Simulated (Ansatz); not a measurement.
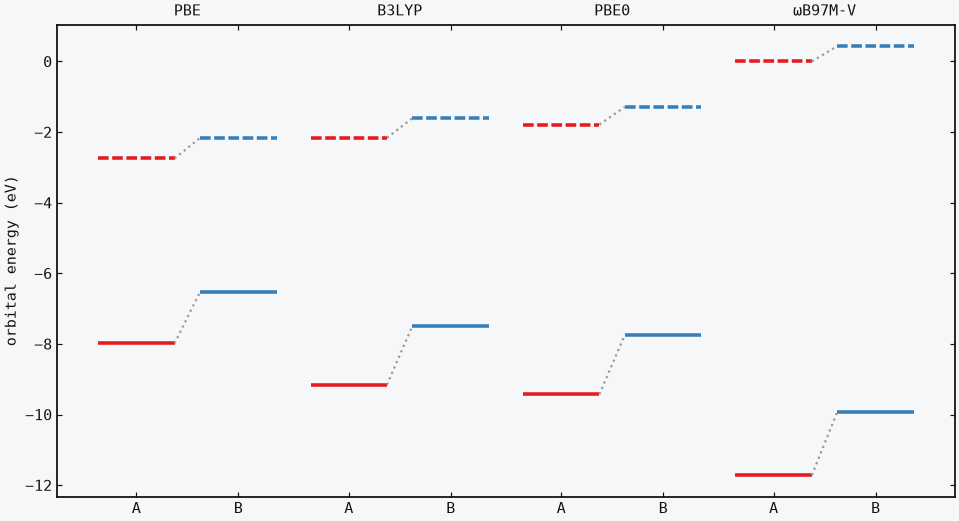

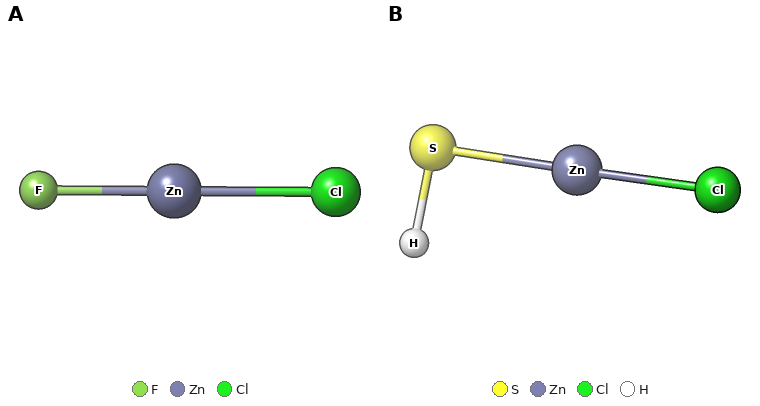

One change: A, ZnClF (SMILES [F][Zn][Cl]), becomes B, ZnHSCl (SMILES [SH][Zn][Cl]). F on Zn is replaced by SH. HOMO (solid) and LUMO (dashed) computed in def2-TZVPP at PBE0-D4/def2-TZVP geometries, both minima by their frequencies, gas phase, the Ansatz code 0.2.0. Empty levels above zero depend strongly on the basis.

### What does the change do to HOMO and LUMO?

PBE: the HOMO rises by 1.46 eV, the LUMO rises by 0.58 eV, and the separation goes from 5.24 to 4.36 eV. B3LYP: the HOMO rises by 1.67 eV, the LUMO rises by 0.56 eV, and the separation goes from 6.99 to 5.88 eV. PBE0: the HOMO rises by 1.69 eV, the LUMO rises by 0.50 eV, and the separation goes from 7.64 to 6.45 eV. ωB97M-V: the HOMO rises by 1.80 eV, the LUMO rises by 0.43 eV, and the separation goes from 11.72 to 10.35 eV.

### Do the functionals agree on the effect?

They agree on the direction for both levels; the HOMO shift lies between 1.46 and 1.80 eV and the LUMO shift between 0.43 and 0.58 eV, while the separations themselves differ by up to 6.5 eV between functionals.
